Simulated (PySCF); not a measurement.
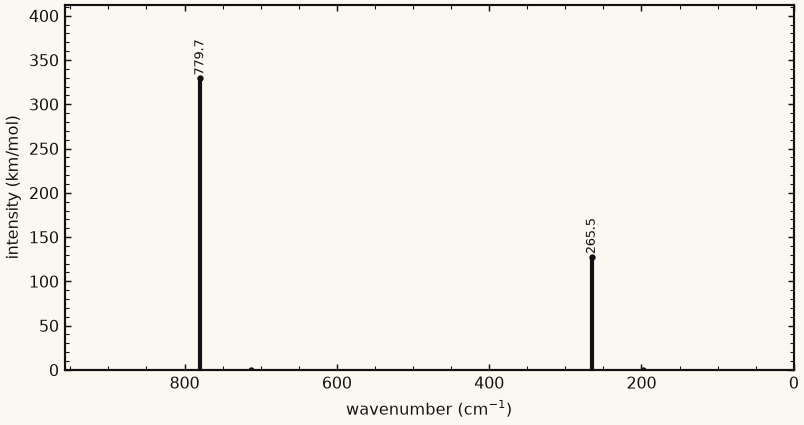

IR spectrum of GeF₄, singlet, at a minimum, with Ge as the central atom. Unscaled harmonic wavenumbers and double-harmonic intensities, B3LYP/def2-TZVP, PySCF 2.14.0, isolated molecule. Structures are the lowest points that the searches found. Degenerate modes count as one line, with their intensities summed.

Q: Which point group goes with this spectrum?

A: The calculation gave Td. Its 9 modes give 4 distinct wavenumbers, 2 with an intensity of 0.05 km/mol or more.
```
 cm⁻¹  km/mol  symmetry
197.9     0.0    e (×2)
265.5   127.9   t2 (×3)
712.5     0.0        a1
779.7   329.8   t2 (×3)
```

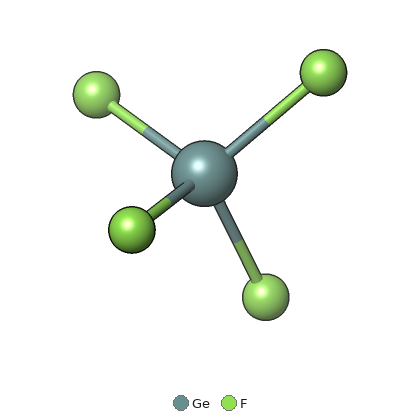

Caveats: no scalar relativity.
